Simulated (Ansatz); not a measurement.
```xyz
7

W     0.0465    0.0465    0.0466
Cl   -0.0110   -0.0110    2.3422
Cl    2.3422   -0.0110   -0.0110
Cl   -0.0110    2.3422   -0.0110
F    -1.8294    0.0014    0.0014
F     0.0014   -1.8294    0.0014
F     0.0014    0.0014   -1.8294
```

Core potentials replace the inner electrons of W.

Theory: RKS PBE-D4/def2-SVP (Ansatz).

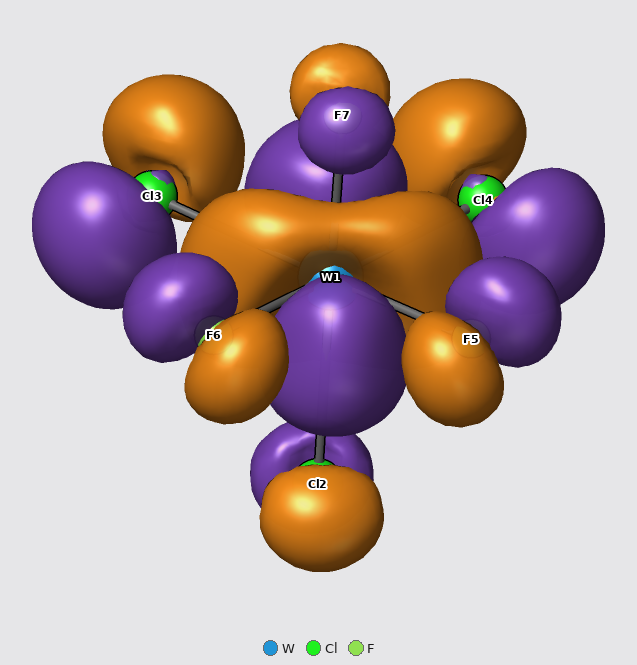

Cl₃F₃W. The LUMO at ±0.08 Å⁻³ᐟ² (orange and purple are the two phases), seen across its widest extent.

Q: Describe this orbital and give its energy.

A: By Hirshfeld shares it lies mainly on W1 (about 60 %), Cl2 (about 10 %), Cl3 (about 10 %) and Cl4 (about 10 %). It is one of a degenerate set, so its orientation is arbitrary. Its energy is −5.59 eV.
